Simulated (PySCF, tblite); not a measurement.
# C₄H₇BCl₂S: geometry, infrared bands and NMR shifts

Aim: predict the infrared bands and NMR shifts of C₄H₇BCl₂S (`C=CCCSB(Cl)Cl`).

Computed with tblite 0.8.0 and PySCF 2.14.0, with density-fitted response routines of our own, on a single molecule in the gas phase. Atoms count from 0, in the outputs and in this text.

### Step 1. The molecule as given

15 atoms, charge 0, multiplicity 1; geometry from: force field or distance geometry start.

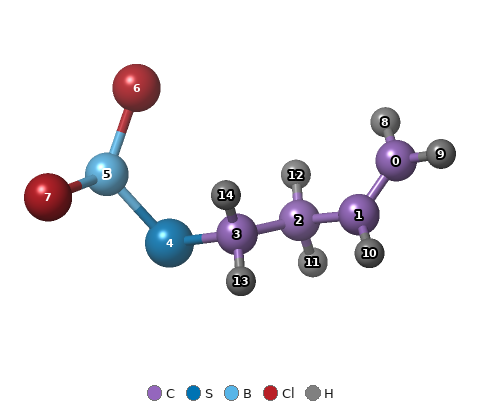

The starting geometry (carbon purple, sulfur blue, boron blue, chlorine red, hydrogen grey), atoms numbered; sticks join atoms by distance.

### Step 2. Relaxing the molecule with GFN2-xTB

The job: settings as JSON, then the geometry in Å.

```
{"job": {"kind": "relax", "xc": "GFN2-xTB", "basis": "xTB"}, "charge": 0, "multiplicity": 1}
C     -2.461700     1.002900    -0.449900
C     -1.814700    -0.154200    -0.539100
C     -0.703200    -0.369500     0.471400
C      0.570100    -0.785100    -0.211800
S      1.814400    -1.073500     1.120500
B      3.227400     0.173300     0.847100
Cl     2.806400     1.961300     0.787400
Cl     4.453300    -0.426900    -0.479600
H     -2.222300     1.765300     0.324400
H     -3.296800     1.214900    -1.172100
H     -2.050600    -0.917000    -1.280700
H     -1.104000    -1.171200     1.191900
H     -0.581700     0.548900     1.058800
H      0.439400    -1.726500    -0.781200
H      0.919700    -0.034700    -0.908900
```

The run is started by

```
$ OMP_NUM_THREADS=1 python probes_run.py task.json out
```

This one command runs all jobs of the session in turn.

**Question.** This job is followed by: GFN2-xTB harmonic vibrations, gas phase; GIAO PBE0/pcSseg-1 NMR shielding, non-relativistic, gas phase. Predict these results of the whole session: strongest single infrared mode (GFN2-xTB); zero-point energy (GFN2-xTB); 13C shifts against TMS (PBE0/pcSseg-1); 1H shifts against TMS (PBE0/pcSseg-1, means over atoms taken as alike); 33S shifts against CS2 (PBE0/pcSseg-1); 11B shifts against BF3·OEt2 (PBE0/pcSseg-1); 35Cl shifts against HCl (PBE0/pcSseg-1, means over atoms taken as alike); surface potential, least and greatest.

The runs gave:

| quantity | value |
| --- | --- |
| strongest single infrared mode (GFN2-xTB) | 808 cm⁻¹, 142 km/mol |
| zero-point energy (GFN2-xTB) | 65.5 kcal/mol |
| 13C shifts against TMS (PBE0/pcSseg-1) | 144.5, 124.1, 42.1, 39.3 ppm |
| 1H shifts against TMS (PBE0/pcSseg-1, means over atoms taken as alike) | 5.95, 5.57, 5.39, 2.79, 2.41 ppm |
| 33S shifts against CS2 (PBE0/pcSseg-1) | 99 ppm |
| 11B shifts against BF3·OEt2 (PBE0/pcSseg-1) | 54.8 ppm |
| 35Cl shifts against HCl (PBE0/pcSseg-1, means over atoms taken as alike) | 234 ppm |
| surface potential, least and greatest | -0.47 V and 1.10 V |

What this shows: Relaxing lowered the energy by 1.532 eV in 91 steps; the close pair that moved most is B5–Cl7, from 1.903 to 1.731 Å. All 39 modes are real, so the xTB geometry is a minimum. The strongest single mode, at 808 cm⁻¹, moves mainly B5. GFN2-xTB is a fitted tight-binding method: band positions and strengths are rough. Its intensities can rank the bands wrongly. C1 (alkene CH) lies farthest downfield among carbon, at 144.5 ppm; the olefinic region. The most deshielded hydrogen is H10 (hydrogen on an alkene CH), at 5.95 ppm: attached to an sp2 carbon and in the plane of the double bond. At PBE0/pcSseg-1: Shielding is most anisotropic at Cl6, Cl7 (span 427 ppm, paramagnetic term -431 ppm). At PBE0/pcSseg-1, counted by nearest atom on the grid, the HOMO lies on S4 35 %; C0 19 %, the LUMO on B5 57 %; S4 16 %.
